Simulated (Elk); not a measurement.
# Cr3CdC: which magnetic order is lowest, part 2 of 2

Aim: find out whether Cr3CdC carries moments, and which collinear order costs least.

Elk 11.2.3 (patched build); LDA (Perdew-Wang); all-electron APW+lo, Dirac cores, scalar-relativistic bands.

So far. Step 2 (Order 1, typed as ferro +++): After 90 cycles the seed has died away: no moment is left.

## Step 3: Order 2, typed as ferri ++-

Another pattern of signs weighs the neighbour shells otherwise.

Input file elk.in:

```
tasks
  0

xctype
  3

rgkmax
  7.0

nempty
  12

swidth
  0.003

reducebf
  0.5

epsengy
  1e-05

maxscl
  100

lmaxi
  2

spinpol
  .true.

sppath
  './'

avec
  7.47891428137 0.00000000000 0.00000000000
  0.00000000000 7.47891428137 0.00000000000
  0.00000000000 0.00000000000 7.47891428137

atoms
  3
  'Cd.in'
  1
  0.0000000000 0.0000000000 0.0000000000   0.000000 0.000000 0.000000
  'Cr.in'
  3
  0.0000000000 0.5000000000 0.5000000000   0.000000 0.000000 -0.187500
  0.5000000000 0.0000000000 0.5000000000   0.000000 0.000000 -0.187500
  0.5000000000 0.5000000000 0.0000000000   0.000000 0.000000 0.187500
  'C.in'
  1
  0.5000000000 0.5000000000 0.5000000000   0.000000 0.000000 0.000000

ngridk
  6 6 6
```

Command:

```sh
$ OMP_NUM_THREADS=4 elk
```

Numbers of over 12 decimals in the logs are rounded to 6 here.

The log of the run:

```text
Warning(linengy): could not find 1 linearisation energies in s.c. loop 7
Warning(linengy): could not find 1 linearisation energies in s.c. loop 8
Warning(linengy): could not find 1 linearisation energies in s.c. loop 9
Warning(linengy): could not find 1 linearisation energies in s.c. loop 10
Warning(linengy): could not find 1 linearisation energies in s.c. loop 11
Warning(linengy): could not find 1 linearisation energies in s.c. loop 12
Warning(linengy): could not find 1 linearisation energies in s.c. loop 13
Warning(linengy): could not find 1 linearisation energies in s.c. loop 14
Warning(linengy): could not find 1 linearisation energies in s.c. loop 15
Warning(linengy): could not find 1 linearisation energies in s.c. loop 16
Warning(linengy): could not find 1 linearisation energies in s.c. loop 17
Warning(linengy): could not find 1 linearisation energies in s.c. loop 18
Warning(linengy): could not find 1 linearisation energies in s.c. loop 19
Warning(linengy): could not find 1 linearisation energies in s.c. loop 20
Warning(linengy): could not find 1 linearisation energies in s.c. loop 21
Warning(linengy): could not find 1 linearisation energies in s.c. loop 22
Warning(linengy): could not find 1 linearisation energies in s.c. loop 23
Warning(linengy): could not find 1 linearisation energies in s.c. loop 24
Warning(linengy): could not find 1 linearisation energies in s.c. loop 25
Warning(linengy): could not find 1 linearisation energies in s.c. loop 26
Warning(linengy): could not find 1 linearisation energies in s.c. loop 27
Warning(linengy): could not find 1 linearisation energies in s.c. loop 28
Warning(linengy): could not find 1 linearisation energies in s.c. loop 29
Warning(linengy): could not find 1 linearisation energies in s.c. loop 30
Warning(linengy): could not find 1 linearisation energies in s.c. loop 31
Warning(gndstate): core states of species 1 leak from the muffin-tin :   0.2467428036E-03

--- INFO.OUT ---
┌─────────────────────────┐
│ Elk code version 11.2.3 │
└─────────────────────────┘

All units are atomic (Hartree, Bohr, etc.)

┌─────────────────────────────────────────────────┐
│ Ground-state run starting from atomic densities │
└─────────────────────────────────────────────────┘

Lattice vectors :
   7.478914281       0.000000000       0.000000000
   0.000000000       7.478914281       0.000000000
   0.000000000       0.000000000       7.478914281

Species : 1 (Cd)
 parameters loaded from : Cd.in
 name : cadmium
 nuclear charge    :   -48.00000000
 electronic charge :    48.00000000
 atomic mass :    204912.7176
 muffin-tin radius :    2.600000000
 number of radial points in muffin-tin :    597
 inner part over the whole radius :   0.9839615420E-02
 number on inner part of muffin-tin    :    425
 approximate nuclear radius :   0.8708852602E-04
 number of mesh points to nuclear radius :    213
 atomic positions (lattice), magnetic fields (Cartesian) :
  1 :   0.00000000  0.00000000  0.00000000    0.00000000  0.00000000  0.00000000

Species : 2 (Cr)
 parameters loaded from : Cr.in
 name : chromium
 nuclear charge    :   -24.00000000
 electronic charge :    24.00000000
 atomic mass :    94783.09202
 muffin-tin radius :    2.108261223
 number of radial points in muffin-tin :    497
 inner part over the whole radius :   0.9929498474E-02
 number on inner part of muffin-tin    :    349
 approximate nuclear radius :   0.6987106690E-04
 number of mesh points to nuclear radius :    166
 atomic positions (lattice), magnetic fields (Cartesian) :
  1 :   0.00000000  0.50000000  0.50000000    0.00000000  0.00000000 -0.18750000
  2 :   0.50000000  0.00000000  0.50000000    0.00000000  0.00000000 -0.18750000
  3 :   0.50000000  0.50000000  0.00000000    0.00000000  0.00000000  0.18750000

Species : 3 (C)
 parameters loaded from : C.in
 name : carbon
 nuclear charge    :   -6.000000000
 electronic charge :    6.000000000
 atomic mass :    21894.16674
 muffin-tin radius :    1.581195917
 number of radial points in muffin-tin :    297
 inner part over the whole radius :   0.9598488730E-02
 number on inner part of muffin-tin    :    202
 approximate nuclear radius :   0.4747601631E-04
 number of mesh points to nuclear radius :     84
 atomic positions (lattice), magnetic fields (Cartesian) :
  1 :   0.50000000  0.50000000  0.50000000    0.00000000  0.00000000  0.00000000

Total number of atoms per unit cell :    5
Total muffin-tin volume :    207.9376395
 ratio of muffin-tin to unit cell volume :   0.4970698741

Spin treatment :
 spin-polarised
 global magnetic field (Cartesian) :    0.000000000       0.000000000       0.000000000
 collinear magnetisation in z-direction

Number of Bravais lattice symmetries :   48
Number of crystal symmetries         :   16
Crystal has inversion symmetry
Real symmetric eigensolver will be used

k-point grid :      6     6     6
k-point offset :    0.000000000       0.000000000       0.000000000
k-point set is reduced with full crystal symmetry group
Total number of k-points :       40

Muffin-tin radius times maximum |G+k| :    7.000000000
 using average radius
Maximum |G+k| for APW functions       :    3.331436132
Maximum (1/2)|G+k|²                   :    5.549233351
Maximum |G| for potential and density :    12.00000000
Constant for pseudocharge density :    8
 order of it for each species :   15  15  15
 order of it for pair densities of each species (exact exchange by exxq0 0: 15) :   15  10   4
Radial integration step length :    1

G-vector grid sizes :     30    30    30
Number of G-vectors :    12197

Maximum angular momentum used for
 APW functions            :    8
 outer part of muffin-tin :    6
 inner part of muffin-tin :    2

Number of empty states         :     60
Total number of valence states :    186
Total number of core states    :     62

Third-order local-orbitals added for an l without core states : T
Total number of local-orbitals :     94

Exchange-correlation functional :      3     0     0
 Perdew-Wang/Ceperley-Alder, Phys. Rev. B 45, 13244 (1992)
 gradient requirement :    0
 local density approximation (LDA)

Smearing type :    3
 Fermi-Dirac
Smearing width :   0.3000000000E-02
Effective electronic temperature (K) :    947.3250744

Mixing type :    3
 Broyden mixing, J. Phys. A: Math. Gen. 17, L317 (1984)

Kohn-Sham potential initialised from atomic data

┌──────────────────────────────┐
│ Self-consistent loop started │
└──────────────────────────────┘

┌─────────────────┐
│ Loop number : 1 │
└─────────────────┘

Energies :
 Fermi                       :     0.291899
 sum of occupied eigenvalues :     -5199.9659448448
 electron kinetic            :      9056.3403431569
 core electron kinetic       :      8583.3214091327
 Coulomb                     :     -17538.720547953
 Coulomb potential           :     -13897.312157838
 nuclear-nuclear             :     -1211.8410203110
 electron-nuclear            :     -18792.669255026
 Hartree                     :      2465.7897273840
 Madelung                    :     -10590.064469034
 xc potential                :     -358.81642703578
 xc effective B-field        :    -0.110223
 external B-field            :      0.000000
 exchange                    :     -282.38336739541
 correlation                 :     -10.970954240471
 electron entropic           :    -0.37524872977243E-02
 total energy                :     -8775.7382789197
 (external B-field energy excluded from total)

Density of states at Fermi energy :    126.0756548
 (states/Hartree/unit cell)

Estimated indirect band gap :   0.1288018515E-03
 from k-point 7 to k-point 24
Estimated direct band gap   :   0.2481210759E-02
 at k-point 22

Charges :
 core                        :    62.00000000
 valence                     :    64.00000000
 interstitial                :    8.718594156
 muffin-tins (core leakage)
  species : 1 (Cd)
   atom 1                    :    47.00839509     (  0.2711190140E-03)
  species : 2 (Cr)
   atom 1                    :    21.40214580     ( -0.3458576103E-05)
   atom 2                    :    21.40214580     ( -0.3458576103E-05)
   atom 3                    :    21.47747578     ( -0.3458576103E-05)
  species : 3 (C)
   atom 1                    :    5.991243363     (  0.2276120277E-04)
 total in muffin-tins        :    117.2814058
 total calculated charge     :    125.9990528
 total charge                :    126.0000000
 error                       :   0.9471769366E-03

Moments :
 interstitial                :   0.1588473355
 muffin-tins
  species : 1 (Cd)
   atom 1                    :   0.2282084987E-03
  species : 2 (Cr)
   atom 1                    :    1.354214580
   atom 2                    :    1.354214580
   atom 3                    :   -1.402694144
  species : 3 (C)
   atom 1                    :  -0.1103474929E-01
 total in muffin-tins        :    1.294928476
 total moment                :    1.453775811

[... earlier loops left out ...]

┌──────────────────┐
│ Loop number : 31 │
└──────────────────┘

Energies :
 Fermi                       :     0.346709
 sum of occupied eigenvalues :     -5196.9455194880
 electron kinetic            :      9078.5970871007
 core electron kinetic       :      8583.6443741379
 Coulomb                     :     -17558.962904031
 Coulomb potential           :     -13884.753926412
 nuclear-nuclear             :     -1211.8410203110
 electron-nuclear            :     -18846.356468580
 Hartree                     :      2499.2345848603
 Madelung                    :     -10616.585940824
 xc potential                :     -390.68896663051
 xc effective B-field        :    -0.99713425652103E-01
 external B-field            :      0.000000
 exchange                    :     -284.00874492291
 correlation                 :     -11.020058031380
 electron entropic           :    -0.50020795720691E-02
 total energy                :     -8775.3996219636
 (external B-field energy excluded from total)

Density of states at Fermi energy :    169.3015413
 (states/Hartree/unit cell)

Estimated indirect band gap :   0.5325357773E-03
 from k-point 20 to k-point 5
Estimated direct band gap   :   0.1372338345E-02
 at k-point 5

Charges :
 core                        :    62.00000000
 valence                     :    64.00000000
 interstitial                :    7.869138648
 muffin-tins (core leakage)
  species : 1 (Cd)
   atom 1                    :    46.99212687     (  0.2467428036E-03)
  species : 2 (Cr)
   atom 1                    :    22.13092686     ( -0.3458626891E-05)
   atom 2                    :    22.13092686     ( -0.3458626891E-05)
   atom 3                    :    22.12567134     ( -0.3458627019E-05)
  species : 3 (C)
   atom 1                    :    4.751209423     (  0.2328305495E-04)
 total in muffin-tins        :    118.1308614
 total calculated charge     :    125.9991582
 total charge                :    126.0000000
 error                       :   0.8418477352E-03

Moments :
 interstitial                :   0.1154863246
 muffin-tins
  species : 1 (Cd)
   atom 1                    :   0.1646933186E-02
  species : 2 (Cr)
   atom 1                    :    1.263402242
   atom 2                    :    1.263402242
   atom 3                    :   -1.388421450
  species : 3 (C)
   atom 1                    :  -0.1239125548E-01
 total in muffin-tins        :    1.127638713
 total moment                :    1.243125037

┌──────────────────────────────┐
│ Self-consistent loop stopped │
└──────────────────────────────┘

Warning : core states of species 1 leak from the muffin-tin :   0.2467428036E-03

Wrote STATE.OUT
```

Wall time 3 min (4 threads of Arm Neoverse V1, shared host); peak memory 0.29 GiB; 12 min of CPU time.

Spin moment in the muffin-tin sphere by atom:

| atom | spin moment in the muffin-tin sphere (μB) |
| --- | --- |
| Cd1 | 0.00 |
| Cr2 | 1.26 |
| Cr3 | 1.26 |
| Cr4 | -1.39 |
| C5 | -0.01 |

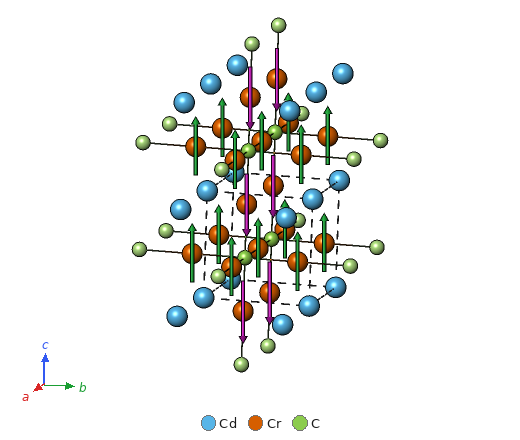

Spin moment in the muffin-tin sphere as arrows, the longest 1.39 μB. Up and down stand for the sign. Arrows give size and sign along the axis of quantisation, drawn up and down the page. The two directions have two colours. 2×1×2 cells are drawn. Some periodic images of atoms are drawn too.

Numbers from this step:

| Item | Value |
| --- | --- |
| density of states at the Fermi level | 6.222 states/eV/cell |
| moment between the spheres | 0.1155 μB |
| magnetization | 1.243 μB |
| final state | ferrimagnetic |

It lies 21.8 meV a seeded atom under the first start, and its largest moment is 1.39 μB against 4.0e-4 μB.

## Step 4: Run 3 (no spin polarisation)

This run holds no moments, which gives a state to set the others against.

Input file elk.in:

```
tasks
  0

xctype
  3

rgkmax
  7.0

nempty
  12

swidth
  0.003

epsengy
  1e-05

maxscl
  100

lmaxi
  2

sppath
  './'

avec
  7.47891428137 0.00000000000 0.00000000000
  0.00000000000 7.47891428137 0.00000000000
  0.00000000000 0.00000000000 7.47891428137

atoms
  3
  'Cd.in'
  1
  0.0000000000 0.0000000000 0.0000000000   0.000000 0.000000 0.000000
  'Cr.in'
  3
  0.0000000000 0.5000000000 0.5000000000   0.000000 0.000000 0.000000
  0.5000000000 0.0000000000 0.5000000000   0.000000 0.000000 0.000000
  0.5000000000 0.5000000000 0.0000000000   0.000000 0.000000 0.000000
  'C.in'
  1
  0.5000000000 0.5000000000 0.5000000000   0.000000 0.000000 0.000000

ngridk
  6 6 6
```

Command:

```sh
$ OMP_NUM_THREADS=4 elk
```

The log of the run:

```text
Warning(linengy): could not find 1 linearisation energies in s.c. loop 6
Warning(linengy): could not find 1 linearisation energies in s.c. loop 7
Warning(linengy): could not find 1 linearisation energies in s.c. loop 8
Warning(linengy): could not find 1 linearisation energies in s.c. loop 9
Warning(linengy): could not find 1 linearisation energies in s.c. loop 10
Warning(linengy): could not find 1 linearisation energies in s.c. loop 11
Warning(linengy): could not find 1 linearisation energies in s.c. loop 12
[...]
atom 2                    :    22.11640303     ( -0.3458630491E-05)
   atom 3                    :    22.11640303     ( -0.3458630491E-05)
  species : 3 (C)
   atom 1                    :    4.743993219     (  0.2324814675E-04)
 total in muffin-tins        :    118.0813863
 total calculated charge     :    125.9992865
 total charge                :    126.0000000
 error                       :   0.7134891801E-03

┌──────────────────────────────┐
│ Self-consistent loop stopped │
└──────────────────────────────┘

Warning : core states of species 1 leak from the muffin-tin :   0.2466406448E-03

Wrote STATE.OUT

[key lines of the parts left out:]
total energy                :     -8775.3972176250
```

It took 9.7 s on 4 threads; peak memory 0.1 GiB.

This step gave:

* density of states at the Fermi level: 7.063 states/eV/cell
* final state: non-magnetic (no spin polarisation)

It ends in the same state without moments as the first start; the 0.020 meV between them is numerical noise.

## Step 5: Energies of the orders

These are free energies at a smearing of 0.0816 eV, so its entropy term is in the differences. They are divided by the number of seeded atoms, so that cells of unlike size compare.

Orders:

```
               start    final state  typed order kept  energy over the lowest (meV a seeded atom)  largest sphere moment (μB)  net moment (μB a primitive cell)  DOS at the Fermi level (states/eV a primitive cell)  mesh matched  CPU time (s)
           ferro +++   non-magnetic                no                                       21.83                     3.99e-4                           0.00131                                                7.063           yes          1051
           ferri ++-  ferrimagnetic               yes                                           0                       1.388                             1.243                                                6.222           yes         718.4
no spin polarisation   non-magnetic                 -                                       21.81                           0                                 0                                                7.063           yes         34.19
```

## Step 6: What came out

```
lowest state found                 : ferrimagnetic (typed ferri ++-)
largest site moment                : 1.39 μB
next state                         : non-magnetic, 21.8 meV a seeded atom higher
energy gained by spin polarisation : 21.8 meV a seeded atom
```

**Reading.** The lowest state found is ferrimagnetic, reached from the start ferri ++-, with moments up to 1.39 μB. Spin polarisation gains little. 1 start left the typed pattern (a sign turned or a seeded moment died), so such an energy belongs to the state reached, not the one typed. Only 3 starts are shown; other collinear patterns, canted and longer-period orders are not. A linearisation energy was not found in some loops, which can move the energies.

[Logs and program files are shortened in this print: banners, set-up blocks, solver, clock and traceback lines can be left out without a mark of their own.]

[Logs are printed without paths, hosts, clocks, repeated set-up lines and the standing remarks that a program may print on its own settings, such as how far it seeks lower states.]

[Hosts, paths, dates, database ids (printed as entryN), source tags and the programs' standing remarks are cut or masked in the printed files.]

[Where a cell is said to come from a database of computed structures, the database is the Materials Project.]
